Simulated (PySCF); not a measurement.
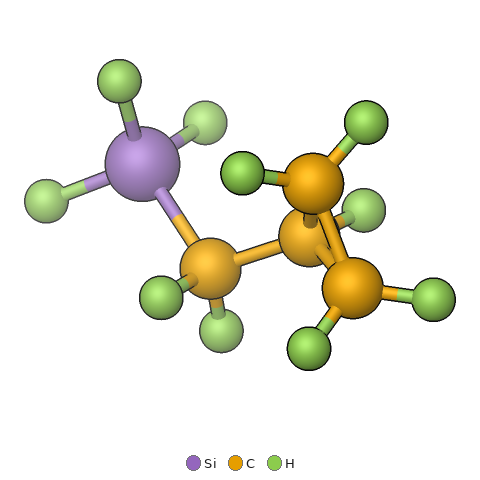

Structure of C₄H₁₀Si, SMILES [SiH3]CC1CC1.

Simulated rotational absorption lines between 26 and 40 GHz at 2 K: rigid rotor with the equilibrium constants and dipole of one optimised conformer (PBE0-D3(BJ)/def2-SVP, PySCF), commonest isotopes; no centrifugal distortion, hyperfine structure, internal rotation or nuclear-spin weights; lines within 1 MHz of each other are summed. Lines of different type are drawn apart.

**What are the rotational constants, and what kind of rotor is it?**

Rotational constants A, B, C = 10.40, 1.952, 1.805 GHz; Ray's κ = −0.97, a near-prolate asymmetric top.

**Assign the strongest lines, as J(Ka,Kc).**

```tsv
GHz	upper	lower	type	relative intensity
26.20	7(0,7)	6(0,6)	a	1.00
26.79	7(1,6)	6(1,5)	a	0.80
29.90	8(0,8)	7(0,7)	a	0.76
29.43	8(1,8)	7(1,7)	a	0.62
30.61	8(1,7)	7(1,6)	a	0.60
37.07	3(2,1)	2(1,2)	b	0.55
```

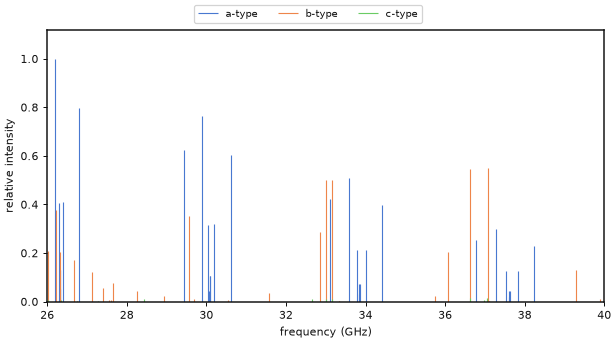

Caveats: coarse grid, loose stop and no frequency check, small forces are noise and the end may be a saddle.
